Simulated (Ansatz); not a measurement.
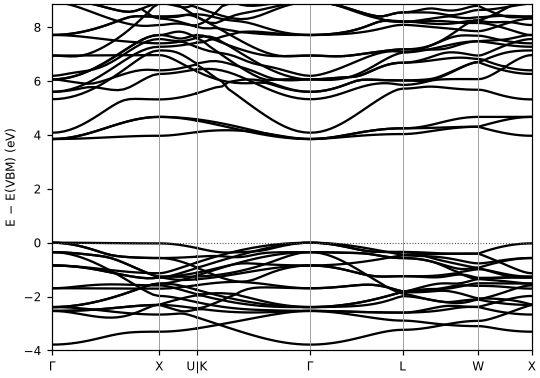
Figure. Band structure from LDA (plane waves, PAW; program Ansatz)

Question: Read off the gap and where the band edges lie.

Answer: About 3.8 eV (3.85 eV by a search for the band edges); maximum at Γ, minimum at Γ.

The material is Rb2LiYBr6 in space group Fm-3m (No. 225; Rb on 8c, Li on 4b, Y on 4a, Br on 24e).

The workflow started from a Materials Project entry (that database holds measured and hypothetical structures alike); the Crystallography Open Database copy checked does not list it. Its standing as an ambient phase is unchecked. The cell was relaxed with LDA under the symmetry of its start; phonons on a q-mesh show weakly imaginary modes. No spin polarisation was allowed. Spin–orbit coupling is left out wherever it is not named.

Potentials: the later of the program's two PAW sets.
